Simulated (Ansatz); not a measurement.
# A ladder of methods for TiO2 (titanium dioxide)

TiO2: 3 atoms, total charge 0, spin state singlet. SMILES: `[O]=[Ti]=[O]`. Geometry: relaxed at PBE0-D4/def2-TZVP. The run starts from this shape.

```tsv
atom	x (Å)	y (Å)	z (Å)
O	0.9210	0.9288	0.4446
Ti	0.1350	-0.4920	0.3316
O	-1.0561	-0.4368	-0.7762
```

Each level gives the adiabatic ionisation energy (to the doublet cation, no zero-point term) (eV). The values are calculated.

```csv
level,kind,program,value (eV),CPU time (all runs)
HF/STO-3G,Hartree–Fock,Ansatz,4.13,12 s
HF/3-21G,Hartree–Fock,Ansatz,6.20,34 s
HF/6-31G* (Cartesian functions),Hartree–Fock,Ansatz,6.96,72 s
PBE/def2-SVP,GGA,Ansatz,9.20,33 s
B3LYP/6-31G* (Cartesian functions),global hybrid,Ansatz,9.28,46 s
MP2/6-31G* (Cartesian functions),perturbation theory,Ansatz,11.18,85 s
```

The values span 4.13 to 11.18 eV. Spin contamination of the reference (⟨S²⟩ at least 0.1 too high) touches HF/STO-3G, HF/3-21G, HF/6-31G*, MP2/6-31G*. Times are those of the runs behind each value, whatever else they computed, on shared processors of several kinds: orders of magnitude only.

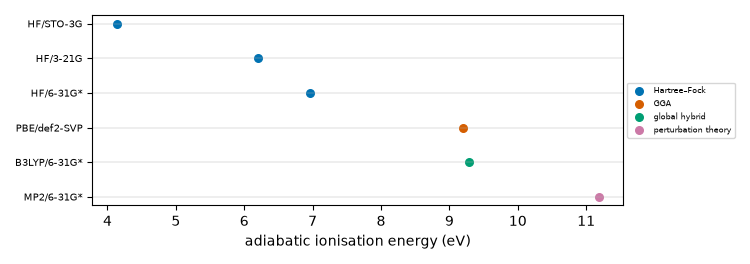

The values of the table, level by level.
